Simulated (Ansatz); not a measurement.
# A thicker film of SiO2 (110) from three thinner ones

In a field along its normal an insulating film takes a dipole p. Written as a length, p/(ε₀AE), it should grow by 1 − 1/ε for each ångström added.

How it was computed: Ansatz 0.2.0, plane waves with PAW datasets (its set soft_2), PBEsol; rutile films relaxed at a bulk in-plane lattice constant near the measured one, then held in weak fields of both signs with a dipole correction (A is the cell's area, E the outer field).

```
    run  distance between the outer atoms (Å)  p/(ε₀AE) (Å)
2 units                                 5.518         4.783
3 units                                 8.268         6.861
4 units                                11.352         8.985
5 units                                14.274             ?
```

**Question.** What value belongs in the row marked “?”, and how far can the other rows tell?

A least-squares line through the 3 rows shown has slope 0.7196 and intercept 0.8466; no row lies more than 0.065 Å off it. That slope means ε = 1/(1 − 0.7196) = 3.57. At 14.274 it gives 0.7196 × 14.274 + 0.8466 = 11.118 Å, beyond the rows fitted. Rounding and scatter of the rows alone allow about ±0.131 Å there.

The run itself gives 11.080 Å: a miss of −0.038 Å, or 0.3 % of the value. The length is met to within 1 %, though ε is more sensitive than the length: the two thickest films give ε = 3.53.

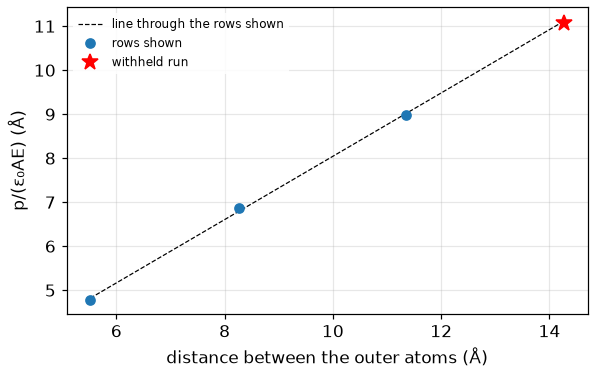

The fit and the withheld run.

Caveats: This is the electronic response alone. A unit is one step of the cut along the normal (a plane, a pair of planes or a cell), and the layers relax along it, away from their bulk spacing where the functional's lattice constant differs from the one held.

[Logs are printed without paths, hosts, clocks, repeated set-up lines and the standing remarks that a program may print on its own settings, such as how far it seeks lower states.]
